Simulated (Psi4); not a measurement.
**SiH3Se (SMILES [SiH2][SeH]) at 5 levels**

We compute a comparison of 5 runs (UHF/3-21G, UHF/def2-SVP, UHF/cc-pVTZ-DK, UB3LYP/6-31G*, UPBE/cc-pVTZ) of SiH3Se. 

Program for the calculation: Psi4 1.11.

## Step 1: The structure to begin with

SiH3Se has 5 atoms, charge 0, and is taken as a doublet. As SMILES, `[SiH2][SeH]`. Geometry: relaxed at PBE0-D4/def2-TZVP. This is one conformer, not always the lowest.

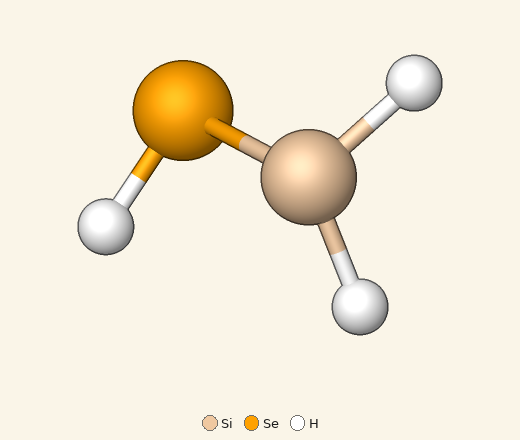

Viewed from a chosen angle; silicon light orange, selenium orange, hydrogen white.

## Step 2: Energy and forces at UHF/3-21G (run 1)

File run.py:

```python
import psi4

psi4.set_memory(1600000000)
psi4.set_num_threads(1)
psi4.set_output_file('output.dat', False)

mol = psi4.geometry("""
0 2
Si     0.11508432    -1.49628515     0.38890564
Se     1.46756131     2.23441217    -1.25080972
H     -2.46476978    -1.24003828     1.49590720
H      0.06462863    -3.27187181    -1.79297215
H      0.91198183     3.63451026     1.08092334
units bohr
symmetry c1
no_reorient
no_com
""")

options = {'basis': '3-21G', 'reference': 'uhf', 'puream': True, 'e_convergence': 1e-09, 'd_convergence': 1e-08, 'scf_type': 'pk', 'maxiter': 200}
psi4.set_options(options)

e_tot, wfn = psi4.gradient('scf', return_wfn=True)
psi4.oeprop(wfn, 'MAYER_INDICES', 'DIPOLE', 'QUADRUPOLE')
print('gradient / Eh bohr^-1')
print(e_tot.np.round(6))
print(f'energy = {wfn.energy():.10f} Eh')
for k, v in sorted(psi4.core.scalar_variables().items()):
    print(f'{k:45s} {v:18.10f}')
```

On the command line:

```console
$ python run.py
```

output.dat:

```text
[...]
  Running in c1 symmetry.
[...]
  Nuclear repulsion =  147.937373213038853
[...]
  Multiplicity = 2
[...]
  Nalpha       = 26
  Nbeta        = 25
[...]
    Number of basis functions: 41
[...]
   @UHF iter   1: -2677.35155568634809   -2.85594e+00   1.50400e-02 ADIIS/DIIS
[...]
   @UHF iter  14: -2677.57568725082911    2.27374e-12   7.63863e-09 DIIS
[...]
   @S^2 Observed:                7.546500187E-01
[...]
    Orbital Energies [Eh]
    ---------------------
    Alpha Occupied:
       1A   -457.947165     2A    -68.323738     3A    -60.365809
       4A    -53.868978     5A    -53.868638     6A    -53.867580
       7A     -8.860668     8A     -6.568357     9A     -6.565302
      10A     -6.558592    11A     -6.139414    12A     -4.239169
      13A     -4.232476    14A     -4.231380    15A     -2.540072
      16A     -2.539221    17A     -2.531651    18A     -2.528476
      19A     -2.527100    20A     -0.939717    21A     -0.722987
      22A     -0.537508    23A     -0.486641    24A     -0.446502
      25A     -0.391128    26A     -0.314402
    Alpha Virtual:
[...]
  @UHF Final Energy: -2677.57568725082911
   => Energetics <=
    Nuclear Repulsion Energy =            147.9373732130388532
    One-Electron Energy =               -4027.2479899072923217
    Two-Electron Energy =                1201.7349294434245621
    Total Energy =                      -2677.5756872508291053
  UHF NO Occupations:
  HONO-2 :   24  A 1.9994415
  HONO-1 :   25  A 1.9986985
[...]
  -Total Gradient:
     Atom            X                  Y                   Z
    ------   -----------------  -----------------  -----------------
       1        0.011471306524     0.025646593341    -0.005069512414
       2       -0.008081117563    -0.024039381359     0.006579276637
       3       -0.001524451821     0.001361062255    -0.000210703694
       4       -0.000075527781     0.001416722693    -0.002457546729
       5       -0.001790209120    -0.004384996639     0.001158486030
[...]
 Multipole Moments:
 ------------------------------------------------------------------------------------
     Multipole            Electronic (a.u.)      Nuclear  (a.u.)        Total (a.u.)
 ------------------------------------------------------------------------------------
 L = 1.  Multiply by 2.5417464519 to convert [e a0] to [Debye]
 Dipole X            :        -50.1864396           50.0201057           -0.1663339
 Dipole Y            :        -54.4508056           54.1446219           -0.3061837
 Dipole Z            :         36.8331380          -36.2989931            0.5341448
 Magnitude           :                                                    0.6377508
 L = 2.  Multiply by 1.3450342976 to convert [e a0^2] to [Debye ang]
 Quadrupole XX       :       -108.0997721           80.3234301          -27.7763419
 Quadrupole XY       :       -115.8849330          115.2394271           -0.6455059
[...]
```

Standard output:

```text
gradient / Eh bohr^-1
[[ 1.1471e-02  2.5647e-02 -5.0700e-03]
 [-8.0810e-03 -2.4039e-02  6.5790e-03]
 [-1.5240e-03  1.3610e-03 -2.1100e-04]
 [-7.6000e-05  1.4170e-03 -2.4580e-03]
 [-1.7900e-03 -4.3850e-03  1.1580e-03]]
energy = -2677.5756872508 Eh
CURRENT ENERGY                                  -2677.5756872508
CURRENT REFERENCE ENERGY                        -2677.5756872508
DD SOLVATION ENERGY                                 0.0000000000
HF KINETIC ENERGY                                2679.3918720367
HF POTENTIAL ENERGY                             -5356.9675592875
HF TOTAL ENERGY                                 -2677.5756872508
HF VIRIAL RATIO                                     1.9993221653
NUCLEAR REPULSION ENERGY                          147.9373732130
ONE-ELECTRON ENERGY                             -4027.2479899073
PCM POLARIZATION ENERGY                             0.0000000000
PE ENERGY                                           0.0000000000
SCF ITERATION ENERGY                            -2677.5756872508
SCF ITERATIONS                                     14.0000000000
SCF TOTAL ENERGY                                -2677.5756872508
TWO-ELECTRON ENERGY                              1201.7349294434
```

It took 2.1 s on 1 thread of AMD EPYC 7B13 (Zen 3), shared host; peak memory 0.2 GiB.

## Step 3: A single-point energy at UHF/def2-SVP (run 2)

File input.dat:

```
memory 1600 mb

molecule system {
  0 2
  Si
  Se 1 r2
  H 1 r3 2 a3
  H 1 r4 3 a4 2 d4
  H 2 r5 1 a5 4 d5

  r2 = 2.272135
  r3 = 1.491751
  a3 = 111.05429
  r4 = 1.488846
  a4 = 110.21157
  d4 = -115.85731
  r5 = 1.468972
  a5 = 93.11917
  d5 = 170.70284
  symmetry c1
  no_reorient
  no_com
}

set {
  reference     uhf
  puream        true
  e_convergence 1e-09
  d_convergence 1e-08
  scf_type      pk
  maxiter       200
}

E, wfn = energy('scf/def2-SVP', return_wfn=True)
oeprop(wfn, 'LOWDIN_CHARGES', 'QUADRUPOLE', 'MULLIKEN_CHARGES')
```

On the command line:

```console
$ psi4 input.dat output.dat -n 1
```

output.dat, shortened:

```text
[...]
  Running in c1 symmetry.
[...]
  Nuclear repulsion =  147.937345266169302
[...]
  Multiplicity = 2
[...]
  Nalpha       = 26
  Nbeta        = 25
[...]
    Number of basis functions: 65
[...]
   @UHF iter   1: -2689.60391259219205   -2.76096e+00   2.40919e-02 ADIIS/DIIS
[...]
   @UHF iter  14: -2690.11581309013945   -8.18545e-12   8.87438e-09 DIIS
[...]
   @S^2 Observed:                7.556168537E-01
[...]
  @UHF Final Energy: -2690.11581309013945
   => Energetics <=
    Nuclear Repulsion Energy =            147.9373452661693022
    One-Electron Energy =               -4041.3937692170097762
    Two-Electron Energy =                1203.3406108607011902
    Total Energy =                      -2690.1158130901394543
  UHF NO Occupations:
  HONO-2 :   24  A 1.9995260
  HONO-1 :   25  A 1.9979773
[...]
 Multipole Moments:
 ------------------------------------------------------------------------------------
     Multipole            Electronic (a.u.)      Nuclear  (a.u.)        Total (a.u.)
 ------------------------------------------------------------------------------------
 L = 1.  Multiply by 2.5417464519 to convert [e a0] to [Debye]
 Dipole X            :         -0.3774463            0.1087586           -0.2686876
 Dipole Y            :         -1.4789481            1.6261509            0.1472029
 Dipole Z            :         10.0011814          -10.3377632           -0.3365818
 Magnitude           :                                                    0.4551363
 L = 2.  Multiply by 1.3450342976 to convert [e a0^2] to [Debye ang]
 Quadrupole XX       :        -35.5307280           10.3674692          -25.1632588
 Quadrupole XY       :          5.5207673           -6.8858152           -1.3650479
[...]
  Mulliken Charges: (a.u.)
   Center  Symbol    Alpha    Beta     Spin     Total
       1    SI     7.22342  6.32343  0.89999  0.45315
       2    SE    17.17786 17.10810  0.06975 -0.28596
       3     H     0.57246  0.54072  0.03173 -0.11318
       4     H     0.55577  0.55496  0.00082 -0.11073
       5     H     0.47050  0.47279 -0.00229  0.05672
   Total alpha = 26.00000, Total beta = 25.00000, Total charge =  0.00000
  Lowdin Charges: (a.u.)
   Center  Symbol    Alpha    Beta     Spin     Total
       1    SI     7.28755  6.41996  0.86759  0.29249
[...]
```

Run time: 2.5 s. Hardware: 1 thread of AMD EPYC 7B13 (Zen 3), shared host; peak memory 0.23 GiB.

## Step 4: The energy at UHF/cc-pVTZ-DK (sfX2C, density fitting) (run 3)

File input.dat:

```
memory 1.6 GB

molecule m {
  0 2
  Si     0.060900    -0.791800     0.205800
  Se     0.776600     1.182400    -0.661900
  H     -1.304300    -0.656200     0.791600
  H      0.034200    -1.731400    -0.948800
  H      0.482600     1.923300     0.572000
}

set reference uhf
set scf_type mem_df
set relativistic x2c

energy('hf/cc-pVTZ-DK')
```

On the command line:

```console
$ psi4 input.dat output.dat -n 1
```

output.dat:

```text
[...]
  Running in c1 symmetry.
[...]
  Nuclear repulsion =  147.937373273399146
[...]
  Multiplicity = 2
[...]
  Nalpha       = 26
  Nbeta        = 25
[...]
    Number of basis functions: 119
[...]
    WARNING: The X2C and Dirac Hamiltonians have substatially different eigenvalues!
             This is probably caused by the recontraction of the basis set.
[...]
   @DF-UHF iter   1: -2718.82865484545846   -2.96659e+00   1.27091e-02 DIIS/ADIIS
[...]
   @DF-UHF iter   9: -2719.37724358905007   -3.24039e-07   7.79721e-07 DIIS
[...]
   @S^2 Observed:                7.575367774E-01
[...]
    Orbital Energies [Eh]
    ---------------------
    Alpha Occupied:
       1A   -468.036992     2A    -68.977336     3A    -62.308429
       4A    -54.624913     5A    -54.624631     6A    -54.623940
       7A     -9.185768     8A     -6.698376     9A     -6.696346
      10A     -6.692804    11A     -6.186796    12A     -4.270805
      13A     -4.262048    14A     -4.261413    15A     -2.573262
      16A     -2.571580    17A     -2.567078    18A     -2.564255
      19A     -2.563722    20A     -0.945879    21A     -0.709582
      22A     -0.534996    23A     -0.487603    24A     -0.448759
      25A     -0.390982    26A     -0.318074
    Alpha Virtual:
[...]
  @DF-UHF Final Energy: -2719.37724358905007
   => Energetics <=
    Nuclear Repulsion Energy =            147.9373732733991460
    One-Electron Energy =               -4078.8650018522566825
    Two-Electron Energy =                1211.5503849898075259
    Total Energy =                      -2719.3772435890496126
  UHF NO Occupations:
  HONO-2 :   24  A 1.9994042
  HONO-1 :   25  A 1.9972566
[...]
 Multipole Moments:
 ------------------------------------------------------------------------------------
     Multipole            Electronic (a.u.)      Nuclear  (a.u.)        Total (a.u.)
 ------------------------------------------------------------------------------------
 L = 1.  Multiply by 2.5417464519 to convert [e a0] to [Debye]
 Dipole X            :          4.5699106           -4.6975780           -0.1276674
 Dipole Y            :          8.1734107           -8.3062350           -0.1328243
 Dipole Z            :         -3.9815111            4.2970596            0.3155485
 Magnitude           :                                                    0.3653931
[...]
```

It took 6.6 s on 1 thread of AMD EPYC 7B13 (Zen 3), shared host; peak memory 0.64 GiB.

Run 4 isn't shown in full; the table further down has it.

## Step 5: Energy and gradient at UPBE/cc-pVTZ (run 5)

File h3sesi.json:

```json
{
  "schema_name": "qcschema_input",
  "schema_version": 1,
  "molecule": {
    "schema_name": "qcschema_molecule",
    "schema_version": 2,
    "symbols": ["Si", "Se", "H", "H", "H"],
    "geometry": [0.11508432, -1.49628515, 0.38890564, 1.46756131, 2.23441217, -1.25080972, -2.46476978, -1.24003828, 1.4959072, 0.06462863, -3.27187181, -1.79297215, 0.91198183, 3.63451026, 1.08092334],
    "molecular_charge": 0,
    "molecular_multiplicity": 2,
    "fix_symmetry": "c1"
  },
  "driver": "gradient",
  "model": {
    "method": "pbe",
    "basis": "cc-pVTZ"
  },
  "keywords": {
    "reference": "uks",
    "puream": true,
    "e_convergence": 1e-09,
    "d_convergence": 1e-08,
    "scf_type": "pk",
    "dft_radial_points": 99,
    "dft_spherical_points": 590,
    "maxiter": 200
  }
}
```

On the command line:

```console
$ psi4 --qcschema h3sesi.json -n 1 --memory 1600MB
```

stdout:

```text
[...]
  Running in c1 symmetry.
[...]
  Nuclear repulsion =  147.937373213038853
[...]
  Multiplicity = 2
[...]
  Nalpha       = 26
  Nbeta        = 25
[...]
    Number of basis functions: 119
[...]
   @UKS iter   1: -2691.64420300475558   -1.76133e+00   1.49024e-02 ADIIS/DIIS
[...]
   @UKS iter  14: -2692.36036912997042   -1.36424e-11   6.79689e-09 DIIS
[...]
   @S^2 Observed:                7.525583692E-01
[...]
    Orbital Energies [Eh]
    ---------------------
    Alpha Occupied:
       1A   -452.120353     2A    -65.450760     3A    -57.432554
       4A    -51.581488     5A    -51.580553     6A    -51.578860
       7A     -7.559005     8A     -5.548910     9A     -5.545631
      10A     -5.540005    11A     -5.077583    12A     -3.491115
      13A     -3.488444    14A     -3.486333    15A     -1.989112
      16A     -1.988401    17A     -1.983942    18A     -1.981514
      19A     -1.980819    20A     -0.658823    21A     -0.475599
      22A     -0.368679    23A     -0.318559    24A     -0.301197
      25A     -0.248947    26A     -0.180382
    Alpha Virtual:
[...]
  @UKS Final Energy: -2692.36036912997042
   => Energetics <=
    Nuclear Repulsion Energy =            147.9373732130388532
    One-Electron Energy =               -4040.8690456272584015
    Two-Electron Energy =                1309.1598425031129409
    DFT Exchange-Correlation Energy =    -108.5885392188639997
    Empirical Dispersion Energy =           0.0000000000000000
    VV10 Nonlocal Energy =                  0.0000000000000000
    Total Energy =                      -2692.3603691299704224
[...]
 Multipole Moments:
 ------------------------------------------------------------------------------------
     Multipole            Electronic (a.u.)      Nuclear  (a.u.)        Total (a.u.)
 ------------------------------------------------------------------------------------
 L = 1.  Multiply by 2.5417464519 to convert [e a0] to [Debye]
 Dipole X            :          4.6017397           -4.6975780           -0.0958383
 Dipole Y            :          8.3724271           -8.3062350            0.0661921
 Dipole Z            :         -4.0984509            4.2970596            0.1986086
 Magnitude           :                                                    0.2302428
[...]
  -Total Gradient:
     Atom            X                  Y                   Z
    ------   -----------------  -----------------  -----------------
       1       -0.002740180857     0.003067538687    -0.004839196579
       2       -0.003044399301    -0.002401507782     0.007270409897
       3        0.004296378281    -0.000389485567    -0.001562060631
       4        0.000273405245     0.002412369449     0.003745932048
       5        0.001215154214    -0.002684630318    -0.004612844051
[...]
```

The result, in JSON:

```text
{
 "driver": "gradient",
 "model": {
  "method": "pbe",
  "basis": "cc-pVTZ"
 },
 "success": true,
 "return_result": [-0.0027401808574977343, 0.003067538686665719, -0.004839196579485561, -0.003044399301058223, -0.002401507781688364, 0.00727040989664815, 0.004296378280886026, -0.00038948556690926103, -0.0015620606312538587, 0.00027340524455394264, 0.002412369449207516, 0.0037459320480133923, 0.0012151542137558216, -0.0026846303176572966, -0.004612844050604636],
 "properties": {
  "calcinfo_nbasis": 119,
  "calcinfo_nmo": 119,
  "calcinfo_nalpha": 26,
  "calcinfo_nbeta": 25,
  "calcinfo_natom": 5,
  "nuclear_repulsion_energy": 147.93737321303885,
  "return_energy": -2692.3603691299704,
  "return_gradient": [-0.0027401808574977343, 0.003067538686665719, -0.004839196579485561, -0.003044399301058223, -0.002401507781688364, 0.00727040989664815, 0.004296378280886026, -0.00038948556690926103, -0.0015620606312538587, 0.00027340524455394264, 0.002412369449207516, 0.0037459320480133923, 0.0012151542137558216, -0.0026846303176572966, -0.004612844050604636],
  "scf_one_electron_energy": -4040.8690456272584,
  "scf_two_electron_energy": 1309.159842503113,
  "scf_xc_energy": -108.588539218864,
  "scf_dipole_moment": [-0.09583834741820674, 0.0661920824981781, 0.19860861024484944],
  "scf_total_energy": -2692.3603691299704,
  "scf_total_gradient": [-0.0027401808574977343, 0.003067538686665719, -0.004839196579485561, -0.003044399301058223, -0.002401507781688364, 0.00727040989664815, 0.004296378280886026, -0.00038948556690926103, -0.0015620606312538587, 0.00027340524455394264, 0.002412369449207516, 0.0037459320480133923, 0.0012151542137558216, -0.0026846303176572966, -0.004612844050604636],
  "scf_iterations": 14
 }
}
```

It took 2.6 min on 1 thread of AMD EPYC 7B13 (Zen 3), shared host; peak memory 1.5 GiB.

## Step 6: All runs side by side

| run | level | task | integrals | energy (Eh) | dipole moment (D) | HOMO energy (eV) | LUMO energy (eV) | wall time |
| --- | --- | --- | --- | --- | --- | --- | --- | --- |
| 1 | UHF/3-21G | gradient | pk | -2677.575687 | 1.62 | -8.56 | 0.66 | 2.1 s |
| 2 | UHF/def2-SVP | energy | pk | -2690.115813 | 1.16 | -8.60 | 1.05 | 2.5 s |
| 3 | UHF/cc-pVTZ-DK (sfX2C, density fitting) | energy | mem_df | -2719.377244 | 0.93 | -8.66 | 1.01 | 6.6 s |
| 4 | UB3LYP/6-31G* (spherical functions) | gradient | pk | -2692.555137 | 0.84 | -5.65 | -2.98 | 17 s |
| 5 | UPBE/cc-pVTZ | gradient | pk | -2692.360369 | 0.59 | -4.91 | -3.52 | 2.6 min |

## Step 7: Outcome

```
                                 quantity           value
                      run 5: total energy  -2692.36037 Eh
                     run 5: dipole moment          0.59 D
run 5: HOMO energy (highest over α and β)        -4.91 eV
 run 5: LUMO energy (lowest over α and β)        -3.52 eV
                              run 5: ⟨S²⟩           0.753
          run 5: largest force on an atom      0.424 eV/Å
```

In words: The dipole moment (its size) runs from 0.59 D (UPBE/cc-pVTZ) to 1.62 D (UHF/3-21G). The two ends differ in method and basis. Totals of different functionals can't be ranked against each other. Some runs of one species differ in core potentials or relativity; totals across that change don't compare. All runs together took 3 min, the longest 2.6 min.
